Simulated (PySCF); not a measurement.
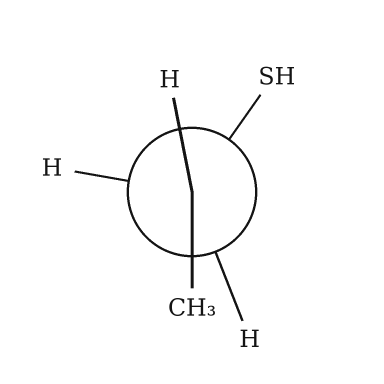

A Newman projection along the N–Si bond, nitrogen in front; angles are drawn as computed, but eclipsed bonds slightly apart. Computed geometry: PBE0-D3(BJ)/def2-SVP optimisation. No frequency run is at hand to confirm it as a minimum.

Which molecule is it?

CH7NSSi, CN[SiH2]S

What is the torsion angle from the front CH3 to the back SH? The sign is positive where the front bond must turn clockwise to cover the back bond.

−145°, anticlinal.
